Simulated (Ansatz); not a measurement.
Start from InP in the zinc blende structure (space group F-43m, No. 216; a = 5.879 Å). Axes: x, y, z lie along the cube axes.

Structures relaxed with PBEsol (Ansatz, a first-principles code; PAW; 420 eV plane waves; without spin-orbit coupling).

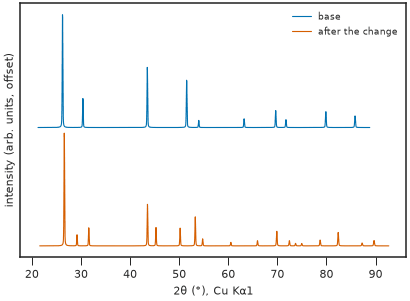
*Simulated powder patterns before (top) and after one change*

Problem. Which change produced these results?
(A) uniaxial strain ε_zz = +1.82 %
(B) biaxial strain −3.70 %, plane normal [001], relaxed out of plane
(C) uniaxial strain ε_yy = +3.58 %
(D) isotropic strain −5.28 %

Solution. B, biaxial strain −3.70 %, plane normal [001], relaxed out of plane. Its volume per atom is 24.49 Å³ against 25.39 Å³, and its space group is I-4m2 (No. 119).

Whether these cells are dynamically stable was not tested.
